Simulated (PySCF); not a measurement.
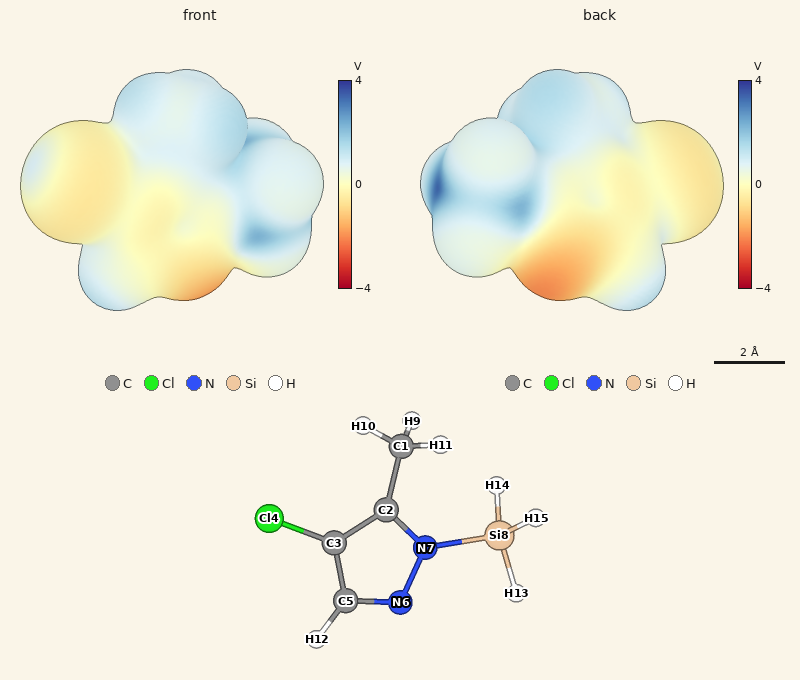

*C$_{4}$H$_{7}$ClN$_{2}$Si. The electrostatic potential painted on the density surface at 0.004 e/bohr³, seen from the front and from behind; the colour scale runs from red (negative) to blue (positive). The bare structure is drawn below in the same view.*

Geometry: GFN2-xTB.

The calculation used PySCF, CAM-B3LYP/def2-SVPD, SCF density, gas phase.

Input file:

```
{"job": {"kind": "uv", "xc": "CAM-B3LYP", "basis": "def2-SVPD", "nstates": 8, "ntriplets": 3}, "charge": 0, "multiplicity": 1}
C      0.074942     1.794695     0.121821
C     -0.490087     0.433341    -0.031526
C     -1.791325     0.015420    -0.212379
Cl    -3.189040     1.004323    -0.315214
C     -1.729538    -1.388553    -0.294824
N     -0.488618    -1.789856    -0.173286
N      0.271381    -0.690063    -0.012393
Si     2.007490    -0.899658     0.178966
H      0.793735     2.002520    -0.669928
H     -0.726852     2.526712     0.073007
H      0.586378     1.891232     1.078799
H     -2.529635    -2.086963    -0.434587
H      2.190027    -2.337861     0.113491
H      2.648479    -0.161839    -0.912174
H      2.368251    -0.305459     1.468317
```

Command:

```sh
OMP_NUM_THREADS=1 python probes_run.py task.json out
```

### Describe the electrostatic potential map.

The most negative region (about −1.9 V, or −44 kcal/mol for a unit charge) lies over N6, the most positive (about +2.9 V, or +67 kcal/mol for a unit charge) over Si8. Cl4 shows a σ-hole: about +0.8 V, or +18 kcal/mol for a unit charge at the tip opposite its bond, against about −0.4 V, or −9 kcal/mol for a unit charge on its flanks. N6 is the likeliest acceptor of a hydrogen bond.

### What dipole moment does the calculation give?

Its dipole moment is 2.79 D.
